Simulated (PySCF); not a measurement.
# One shape, several levels: GeH4 (SMILES [H][Ge]([H])([H])[H])

We compute a comparison of 6 runs (SVWN5/STO-6G, BCCD(T)/STO-6G, CCSDT(Q)/STO-6G, CCSDTQ/STO-6G, NEVPT2(2,2)/STO-6G, CCSD(T)/STO-6G) of GeH4. Input form: a Python script.

The results are computed with PySCF 2.14.0.

2 further runs of the same task are left out: 2 set aside as unsound or not needed.

## Step 1: The molecule

GeH4: 5 atoms, total charge 0, spin state singlet. As SMILES, `[H][Ge]([H])([H])[H]`. Geometry: a GFN2-xTB relaxation, a rough one for these elements and not checked as a minimum.

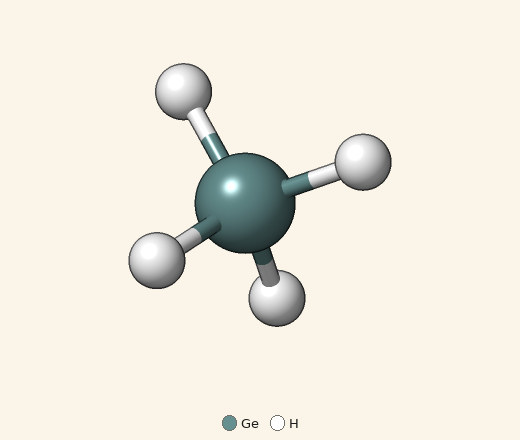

Viewed from a chosen angle; germanium teal, hydrogen white.

## Step 2: A single-point energy at SVWN5/STO-6G (run 1)

Contents of run.py:

```python
from pyscf import gto, dft

mol = gto.M(
    atom='''
Ge     0.000227     0.000831    -0.000416
H      0.021694    -0.034299     2.800423
H      2.635979     0.018954    -0.951477
H     -1.337189     2.294033    -0.895012
H     -1.320711    -2.279520    -0.953518
''',
    charge=0,
    verbose=3,
    max_memory=1860,
    unit='bohr',
    basis='sto-6g',
)

mf = dft.RKS(mol)
mf.xc = 'svwn'
mf.grids.level = 5
mf.conv_tol = 1e-10
mf.kernel()
if not mf.converged:
    mf = mf.newton().run(mf.mo_coeff, mf.mo_occ)

etot = mf.e_tot
print('E(%s) = %.9f' % ('SVWN5', etot))
```

Started as:

```bash
$ OMP_NUM_THREADS=1 python run.py
```

Output:

```text
converged SCF energy = -2064.58060660568
E(SVWN5) = -2064.580606606
```

Run time: 2.4 s. Hardware: 1 thread of Arm Neoverse V1, shared host; peak memory 0.14 GiB.

## Step 3: A single-point energy at BCCD(T)/STO-6G (run 2)

Contents of run.py:

```python
from pyscf import gto, cc
from pyscf.cc.bccd import bccd_kernel_

molecule = gto.Mole()
molecule.atom = '''
Ge     0.000227     0.000831    -0.000416
H      0.021694    -0.034299     2.800423
H      2.635979     0.018954    -0.951477
H     -1.337189     2.294033    -0.895012
H     -1.320711    -2.279520    -0.953518
'''
molecule.unit = 'bohr'
molecule.basis = 'sto-6g'
molecule.charge = 0
molecule.max_memory = 1860
molecule.verbose = 3
molecule.spin = 0
molecule.build()

calc0 = molecule.RHF()
calc0.conv_tol = 1e-10
calc0.kernel()
if not calc0.converged:
    calc0 = calc0.newton().run(calc0.mo_coeff, calc0.mo_occ)

mycc = cc.CCSD(calc0, frozen=9).run()
mycc = bccd_kernel_(mycc, diis=True)
e_t = mycc.ccsd_t()
e_tot = mycc.e_tot + e_t
print('Final energy', e_tot)
```

Started as:

```bash
$ OMP_NUM_THREADS=1 python run.py
```

Output:

```text
converged SCF energy = -2066.62779648579
E(CCSD) = -2066.690777971308  E_corr = -0.06298148551491273
BCCD loop starts.

******** <class 'pyscf.cc.ccsd.CCSD'> ********
CC2 = 0
CCSD nocc = 9, nmo = 13
frozen orbitals 9
max_cycle = 50
direct = 0
conv_tol = 1e-07
conv_tol_normt = 1e-05
diis_space = 6
diis_start_cycle = 0
diis_start_energy_diff = 1e+09
Init E_corr(CCSD) = -0.0629575929626824
cycle = 1  E_corr(CCSD) = -0.0634566852298278  dE = -0.000499092267  norm(t1,t2) = 0.0102647
cycle = 2  E_corr(CCSD) = -0.0633654881263253  dE = 9.11971035e-05  norm(t1,t2) = 0.00293801
cycle = 3  E_corr(CCSD) = -0.063314267177551  dE = 5.12209488e-05  norm(t1,t2) = 0.00124907
cycle = 4  E_corr(CCSD) = -0.0632943507587622  dE = 1.99164188e-05  norm(t1,t2) = 0.000236416
cycle = 5  E_corr(CCSD) = -0.0632926084198735  dE = 1.74233889e-06  norm(t1,t2) = 7.52119e-05
cycle = 6  E_corr(CCSD) = -0.0632935551380128  dE = -9.46718139e-07  norm(t1,t2) = 1.15056e-05
cycle = 7  E_corr(CCSD) = -0.0632940218351518  dE = -4.66697139e-07  norm(t1,t2) = 2.4512e-06
cycle = 8  E_corr(CCSD) = -0.0632940672985693  dE = -4.54634175e-08  norm(t1,t2) = 2.84805e-07
CCSD converged
E(CCSD) = -2066.690775296858  E_corr = -0.06329406729856928
BCC iter:    0  E:   -2066.690775296858  dE:    2.674e-06  |t1|:    7.742e-04

******** <class 'pyscf.cc.ccsd.CCSD'> ********
CC2 = 0
CCSD nocc = 9, nmo = 13
frozen orbitals 9
max_cycle = 50
direct = 0
conv_tol = 1e-07
conv_tol_normt = 1e-05
diis_space = 6
diis_start_cycle = 0
diis_start_energy_diff = 1e+09
Init E_corr(CCSD) = -0.0632825103644558
cycle = 1  E_corr(CCSD) = -0.0632645404928529  dE = 1.79698716e-05  norm(t1,t2) = 0.000643022
cycle = 2  E_corr(CCSD) = -0.0632660226821857  dE = -1.48218933e-06  norm(t1,t2) = 0.000137898
cycle = 3  E_corr(CCSD) = -0.0632688513228917  dE = -2.82864071e-06  norm(t1,t2) = 3.67995e-05
cycle = 4  E_corr(CCSD) = -0.0632700269465105  dE = -1.17562362e-06  norm(t1,t2) = 6.51228e-06
cycle = 5  E_corr(CCSD) = -0.0632700685083926  dE = -4.15618821e-08  norm(t1,t2) = 1.15691e-06
CCSD converged
E(CCSD) = -2066.690774822935  E_corr = -0.06327006850839256
BCC iter:    1  E:   -2066.690774822935  dE:    4.739e-07  |t1|:    5.383e-05

******** <class 'pyscf.cc.ccsd.CCSD'> ********
CC2 = 0
CCSD nocc = 9, nmo = 13
frozen orbitals 9
max_cycle = 50
direct = 0
conv_tol = 1e-07
conv_tol_normt = 1e-05
diis_space = 6
diis_start_cycle = 0
diis_start_energy_diff = 1e+09
Init E_corr(CCSD) = -0.0632702865329391
cycle = 1  E_corr(CCSD) = -0.063270712452999  dE = -4.2592006e-07  norm(t1,t2) = 4.38841e-05
cycle = 2  E_corr(CCSD) = -0.0632707986981598  dE = -8.62451608e-08  norm(t1,t2) = 8.26819e-06
CCSD converged
E(CCSD) = -2066.690775018455  E_corr = -0.06327079869815982
BCC iter:    2  E:   -2066.690775018455  dE:   -1.955e-07  |t1|:    2.654e-06
CCSD(T) correction = -0.000479424179709703
Final energy -2066.691254442634
```

Run time: 1.5 s. Hardware: 1 thread of Arm Neoverse V1, shared host; peak memory 0.12 GiB.

Runs 3 to 5 aren't shown in full; the table further down has their settings and results.

## Step 4: The energy at CCSD(T)/STO-6G (run 6)

Contents of mol.xyz:

```xyz
5

Ge     0.000120     0.000440    -0.000220
H      0.011480    -0.018150     1.481920
H      1.394900     0.010030    -0.503500
H     -0.707610     1.213950    -0.473620
H     -0.698890    -1.206270    -0.504580
```

Contents of job.py:

```python
from pyscf import gto, scf, cc

system = gto.M(
    atom='mol.xyz',
    charge=0,
    spin=0,
    max_memory=1860,
    basis='sto-6g',
    verbose=3,
)

calc0 = scf.RHF(system)
calc0.conv_tol = 1e-10
calc0.kernel()
if not calc0.converged:
    calc0 = calc0.newton().run(calc0.mo_coeff, calc0.mo_occ)

mycc = cc.CCSD(calc0, frozen=9)
mycc.kernel()
e_t = mycc.ccsd_t()
e_tot = mycc.e_tot + e_t
print(f'total energy: {e_tot:.8f} hartree')
```

Started as:

```bash
$ OMP_NUM_THREADS=1 python job.py
```

Output:

```text
converged SCF energy = -2066.62779648885
E(CCSD) = -2066.690777972877  E_corr = -0.06298148402426754
CCSD(T) correction = -0.000469056374033155
total energy: -2066.69124703 hartree
```

Wall time 1.2 s (1 thread of Arm Neoverse V1, shared host); peak memory 0.1 GiB.

## Step 5: Overview of the runs

```csv
run,level,integration grid,frozen core orbitals,energy (Eh),dipole moment (D) of the reference,HOMO energy (eV),LUMO energy (eV),wall time
1,SVWN5/STO-6G,5,–,-2064.580607,0.00,-2.93,7.86,2.4 s
2,BCCD(T)/STO-6G,–,9,-2066.691254,–,–,–,1.5 s
3,CCSDT(Q)/STO-6G,–,9,-2066.691410,0.00,-11.61,14.44,3.6 s
4,CCSDTQ/STO-6G,–,9,-2066.691416,0.00,-11.61,14.44,16 s
5,"NEVPT2(2,2)/STO-6G",–,–,-2066.676473,0.00,-11.61,14.44,1.7 s
6,CCSD(T)/STO-6G,–,9,-2066.691247,0.00,-11.61,14.44,1.2 s
```

## Step 6: Results

| quantity | value |
| --- | --- |
| run 6: total energy | -2066.69125 Eh |
| run 6: dipole moment (Hartree–Fock density) | 0.00 D |
| run 6: HOMO energy (Hartree–Fock orbitals) | -11.61 eV |
| run 6: LUMO energy (Hartree–Fock orbitals) | 14.44 eV |
| run 6: HOMO–LUMO gap (Hartree–Fock orbitals) | 26.04 eV |
| run 6: correlation energy (9 core orbitals frozen) | -63.5 mEh |
| run 6: (T) correction | -0.47 mEh |
| run 6: T1 diagnostic | 0.003 |

**Reading.** In runs 1, 2, 3, 4, 5, 6 the basis is minimal, so the values are rough. All runs together took 26 s, the longest 16 s.
